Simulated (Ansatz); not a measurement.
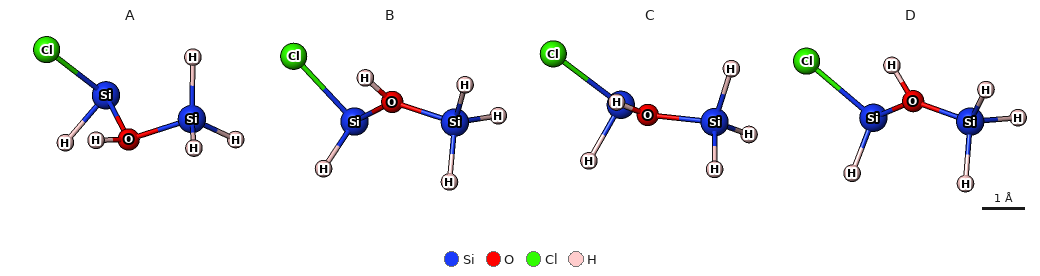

4 geometries from one relaxation of Si2H5OCl, in shuffled order. Style: ball-and-stick. Shown at a tilt.

The run prepares an end point of a later path (hydrogen shift) calculation, from a guessed geometry.

Method: RKS r2SCAN-D4/def2-SVP (Ansatz). (no spin polarisation; force threshold 0.02 eV/Å; at most 50 steps)

**Order the frames from highest to lowest energy.**

D, B, C, A. They are steps 0, 6, 26, 38, at +57.2 kcal/mol, +1.74 kcal/mol, +1.15 kcal/mol relative to the last. An H atom moves most after the best rigid fit: 1.91 Å. By element the largest moves are H 1.91 Å, O 0.92 Å, Cl 0.92 Å, Si 0.71 Å. Near-neighbour distances that change, for instance: H–Si 1.864 → 2.501 Å, O–Si 1.666 → 2.035 Å, O–Si 1.607 → 1.733 Å, H–Si 1.424 → 1.528 Å. Bond angles that change, for instance: Si–O–Si 138.9° → 114.6°, Si–O–H 85.1° → 107.0°, O–Si–H 109.9° → 88.6°. After 37 accepted moves (38 points after the start) the energy has fallen by 57.2 kcal/mol. The largest force component goes from 7.7 to 0.016 eV/Å. The line search rejected the trial step at point 19 of the run. The run took 110 s on 2 threads of AMD EPYC 7R43 64-Core Processor (Zen 3), on a shared host, peak memory 0.16 GiB.
